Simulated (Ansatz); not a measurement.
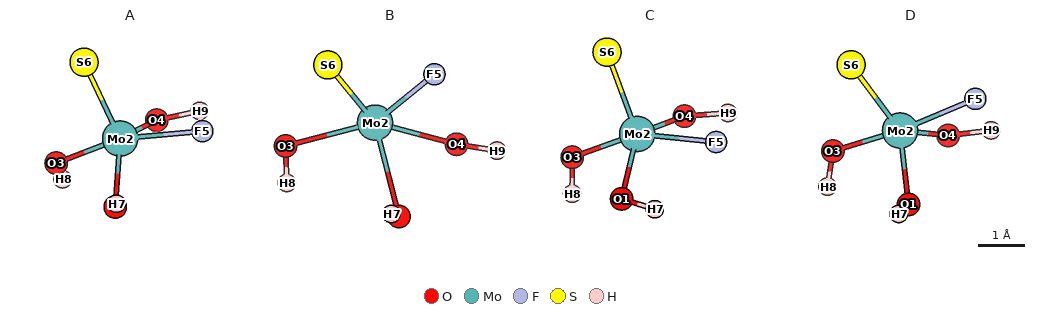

4 geometries from one relaxation of MoH₃SO₃F (coarse preliminary run), in shuffled order. A ball-and-stick model, seen at a tilt.

The start comes from a force field.

These are results of Ansatz 0.2.0, RKS PBE-D4/def2-SVP, not measurements. Settings: force threshold 0.03 eV/Å; at most 200 steps.

Order the frames from highest to lowest energy.

B, D, A, C. They are steps 0, 5, 13, 25, at +542.3 kJ/mol, +53.6 kJ/mol, +6.35 kJ/mol relative to the last. The energy falls by 542.3 kJ/mol in 22 accepted moves (25 points after the start). Largest force component: 5.1 eV/Å at the start, 0.006 eV/Å at the end. The line search rejected the trial steps at points 9, 12, 20 of the run. F5 moves most after the best rigid fit: 1.58 Å. Largest moves by element: F 1.58 Å, O 1.25 Å, H 1.07 Å, S 0.53 Å, Mo 0.45 Å. Some distances before and after: O1–Mo2 2.261 → 1.901 Å, Mo2–O3 2.066 → 1.871 Å, Mo2–F5 2.059 → 1.918 Å, Mo2–O4 1.987 → 1.901 Å. Bond angles that change, for instance: O1–Mo2–O4 70.8° → 139.9°, Mo2–O4–H9 168.5° → 115.4°, O3–Mo2–O4 140.0° → 90.8°.
